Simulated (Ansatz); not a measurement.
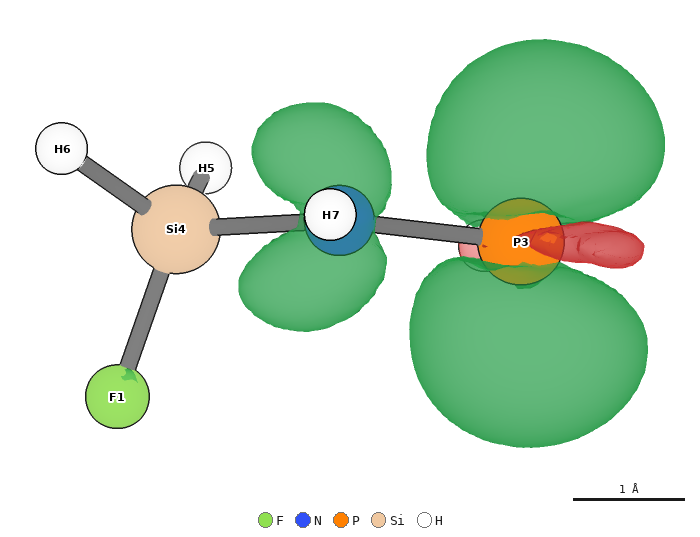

Figure. FH4NPSi (SMILES F[SiH2]N[PH]) (doublet). Isosurfaces of the spin density (α minus β) at +0.02 (green) and −0.02 e/Å³ (red), seen from one side.

Geometry: B3LYP/6-31G*.

Method: Ansatz, isolated molecule in a Gaussian basis; Kohn-Sham density functional theory, functional PBE0.

```json
{"atom": "F", "x (Å)": "-2.4211", "y (Å)": "0.5261", "z (Å)": "1.5659"}
{"atom": "N", "x (Å)": "-0.3840", "y (Å)": "-0.7361", "z (Å)": "0.1356"}
{"atom": "P", "x (Å)": "0.2689", "y (Å)": "-2.2390", "z (Å)": "0.7063"}
{"atom": "Si", "x (Å)": "-2.0174", "y (Å)": "-0.1522", "z (Å)": "0.1564"}
{"atom": "H", "x (Å)": "-2.9106", "y (Å)": "-1.3114", "z (Å)": "-0.0519"}
{"atom": "H", "x (Å)": "-2.1294", "y (Å)": "0.8984", "z (Å)": "-0.8829"}
{"atom": "H", "x (Å)": "0.3379", "y (Å)": "-0.0768", "z (Å)": "-0.1424"}
{"atom": "H", "x (Å)": "-1.0082", "y (Å)": "-2.8223", "z (Å)": "0.9778"}
```

Question: Where is the unpaired spin?

Answer: The unpaired spin (1 electron) lies mostly on P3 (about 0.8) and N2 (about 0.1), in electrons by Hirshfeld's partition.
